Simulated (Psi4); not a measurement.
# [BCl2]+ (SMILES Cl[B+]Cl) at MP2/cc-pVDZ (sweep point 8)

Aim: the vertical ionisation energy of [BCl2]+ at MP2/cc-pVDZ (sweep point 8), from 2 runs. 

Program for the calculation: Psi4 1.11.

2 further runs of the same task are left out: 2 set aside as unsound or not needed.

### Step 1. The structure to begin with

[BCl2]+ has 3 atoms, charge +1, and is taken as a singlet. As SMILES, `Cl[B+]Cl`. The coordinates come from a GFN2-xTB relaxation.

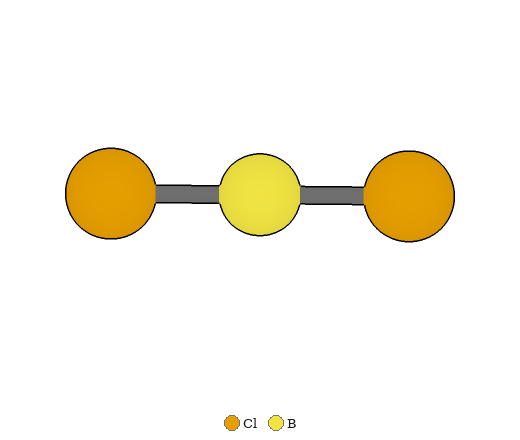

Viewed from a chosen angle; chlorine amber, boron yellow.

### Step 2. The energy at MP2/cc-pVDZ (sweep point 8)

bcl2.in reads:

```
memory 1.6 GB

molecule m {
  1 1
  Cl    -1.238380     0.766480    -0.591300
  B      0.000740     0.001360     0.000550
  Cl     1.237640    -0.767840     0.590740
  symmetry c1
}

set globals {
  reference rhf
  puream true
  scf_type pk
  num_frozen_docc 11
  mp2_type conv
}

energy_value, wavefunction = energy('mp2/cc-pVDZ', return_wfn=True)
```

Command:

```bash
$ psi4 -i bcl2.in -o bcl2.out -n 1
```

bcl2.out (excerpt; [...] marks lines left out):

```text
[...]
  Running in c1 symmetry.
[...]
  Nuclear repulsion =  105.883521863230627
[...]
  Multiplicity = 1
[...]
  Nalpha       = 19
  Nbeta        = 19
[...]
    Number of basis functions: 50
[...]
   @RHF iter   1:  -943.40931871249472    3.95059e-01   4.43432e-03 ADIIS/DIIS
[...]
   @RHF iter   9:  -943.44264041165866   -1.59162e-12   4.34533e-09 DIIS
[...]
    Orbital Energies [Eh]
    ---------------------
    Doubly Occupied:
       1A   -105.144984     2A   -105.144916     3A    -10.874600
       4A    -10.874512     5A     -8.342004     6A     -8.341920
       7A     -8.338209     8A     -8.338209     9A     -8.338127
      10A     -8.338127    11A     -8.043784    12A     -1.456880
      13A     -1.434633    14A     -0.952193    15A     -0.898949
      16A     -0.817750    17A     -0.817750    18A     -0.749628
      19A     -0.749628
[...]
  @RHF Final Energy:  -943.44264041165866
   => Energetics <=
    Nuclear Repulsion Energy =            105.8835218632306265
    One-Electron Energy =               -1502.6587125524001749
    Two-Electron Energy =                 453.3325502775107907
    Total Energy =                       -943.4426404116586582
[...]
 Multipole Moments:
 ------------------------------------------------------------------------------------
     Multipole            Electronic (a.u.)      Nuclear  (a.u.)        Total (a.u.)
 ------------------------------------------------------------------------------------
 L = 1.  Multiply by 2.5417464519 to convert [e a0] to [Debye]
 Dipole X            :          0.0028526           -0.0007888            0.0020638
 Dipole Y            :          0.0027499           -0.0011783            0.0015716
 Dipole Z            :         -0.0000000           -0.0000000           -0.0000000
 Magnitude           :                                                    0.0025941
[...]
	SCS-MP2 Total Energy (a.u.)        :  -943.76388216993416
	SOS-MP2 Total Energy (a.u.)        :  -943.73326141685664
	SCSN-MP2 Total Energy (a.u.)       :  -943.60431798790842
[...]
	SOS-PI-MP2 Total Energy (a.u.)     :  -943.78169825105624
[...]
	MP2 Total Energy (a.u.)            :  -943.77668684188973
[...]
```

It took 8.4 s on 1 thread of AMD EPYC 7R43 (Zen 3), shared host; peak memory 0.27 GiB.

### Step 3. Doublet [BCl2]2+

job.in reads:

```
memory 1.6 GB

molecule m {
  2 2
  Cl    -1.238380     0.766480    -0.591300
  B      0.000740     0.001360     0.000550
  Cl     1.237640    -0.767840     0.590740
  symmetry c1
}

set reference uhf
set puream true
set scf_type pk
set num_frozen_docc 11
set mp2_type conv
set maxiter 150

energy("mp2/cc-pVDZ")
```

Command:

```bash
$ psi4 job.in job.out -n 1
```

job.out (excerpt; [...] marks lines left out):

```text
[...]
  Running in c1 symmetry.
[...]
  Nuclear repulsion =  105.883521863230627
[...]
  Multiplicity = 2
[...]
  Nalpha       = 19
  Nbeta        = 18
[...]
    Number of basis functions: 50
[...]
   @UHF iter   1:  -942.64095811202026    1.16342e+00   6.58545e-03 ADIIS/DIIS
[...]
   @UHF iter  19:  -942.73360941598014   -3.29692e-12   3.06596e-09 DIIS
[...]
   @S^2 Observed:                8.924553017E-01
[...]
    Orbital Energies [Eh]
    ---------------------
    Alpha Occupied:
       1A   -105.487029     2A   -105.485439     3A    -11.210466
       4A    -11.208889     5A     -8.688954     6A     -8.687213
       7A     -8.674345     8A     -8.672811     9A     -8.670356
      10A     -8.668830    11A     -8.296237    12A     -1.776624
      13A     -1.761795    14A     -1.238763    15A     -1.194706
      16A     -1.146663    17A     -1.106111    18A     -1.104148
      19A     -1.052221
    Alpha Virtual:
      20A     -0.400821    21A     -0.396216    22A     -0.309704
      23A     -0.140891    24A     -0.083340    25A     -0.067993
[...]
  @UHF Final Energy:  -942.73360941598014
   => Energetics <=
    Nuclear Repulsion Energy =            105.8835218632306265
    One-Electron Energy =               -1490.5766444209778001
    Two-Electron Energy =                 441.9595131417669336
    Total Energy =                       -942.7336094159801405
  UHF NO Occupations:
  HONO-2 :   17  A 1.9983316
  HONO-1 :   18  A 1.9316841
[...]
 Multipole Moments:
 ------------------------------------------------------------------------------------
     Multipole            Electronic (a.u.)      Nuclear  (a.u.)        Total (a.u.)
 ------------------------------------------------------------------------------------
 L = 1.  Multiply by 2.5417464519 to convert [e a0] to [Debye]
 Dipole X            :         -0.0096700           -0.0007888           -0.0104588
 Dipole Y            :          0.0095644           -0.0011783            0.0083860
 Dipole Z            :          0.0000000           -0.0000000            0.0000000
 Magnitude           :                                                    0.0134056
[...]
	SCS-MP2 Total Energy (a.u.)        :  -943.03102573861997
	SOS-MP2 Total Energy (a.u.)        :  -943.00288080043958
	SCSN-MP2 Total Energy (a.u.)       :  -942.88221468957306
[...]
	SOS-PI-MP2 Total Energy (a.u.)     :  -943.04775936451620
[...]
	MP2 Total Energy (a.u.)            :  -943.04243705090448
[...]
```

Run time: 7.8 s. Hardware: 1 thread of AMD EPYC 7R43 (Zen 3), shared host; peak memory 0.27 GiB.

### Step 4. Summary of results

Level: MP2/cc-pVDZ (sweep point 8), 11 core orbitals frozen.

| quantity | value |
| --- | --- |
| singlet [BCl2]+: total energy | -943.77669 Eh |
| singlet [BCl2]+: HOMO energy (Hartree–Fock orbitals) | -20.40 eV |
| singlet [BCl2]+: LUMO energy (Hartree–Fock orbitals) | -4.06 eV |
| singlet [BCl2]+: HOMO–LUMO gap (Hartree–Fock orbitals) | 16.34 eV |
| singlet [BCl2]+: correlation energy (11 core orbitals frozen) | -334.0 mEh |
| doublet [BCl2]2+: total energy | -943.04244 Eh |
| doublet [BCl2]2+: HOMO energy (Hartree–Fock orbitals) (highest over α and β) | -26.82 eV |
| doublet [BCl2]2+: LUMO energy (Hartree–Fock orbitals) (lowest over α and β) | -18.13 eV |
| doublet [BCl2]2+: correlation energy (11 core orbitals frozen) | -308.8 mEh |
| doublet [BCl2]2+: ⟨S²⟩ of the reference determinant | 0.892 |
| vertical ionisation energy (to the doublet dication) | 19.980 eV |

The vertical ionisation energy comes to 19.98 eV (461 kcal/mol). ⟨S²⟩ (doublet [BCl2]2+) is 0.89 where a pure doublet has 0.75: the reference is spin-contaminated.
